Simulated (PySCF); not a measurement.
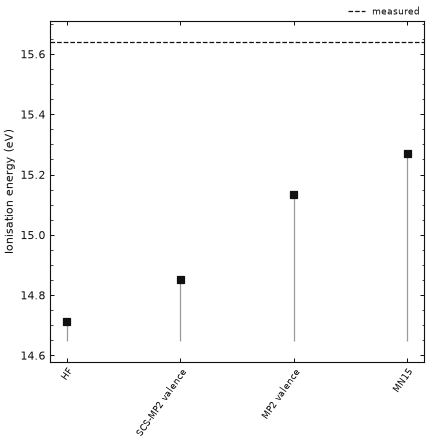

The ionisation energy of Mn⁺ ([Ar] 3d⁵ 4s → [Ar] 3d⁵) across levels of theory. PySCF, pcseg-2, non-relativistic, unrestricted single determinants, no spin-orbit coupling. Methods marked “valence” freeze 18 core electrons.

Which methods come out highest, lowest and best?

The values run from 14.713 eV (HF) to 15.270 eV (MN15). The measured value is 15.640 eV; nearest to it come MN15 (−0.370) and MP2 valence (−0.507), furthest HF (−0.927 eV).

| Method | Ionisation energy (eV) |
| --- | --- |
| HF | 14.713 |
| MN15 | 15.270 |
| MP2 valence | 15.133 |
| SCS-MP2 valence | 14.853 |

Limits of the model: determinant is not a pure L term; relativistic shift absent.
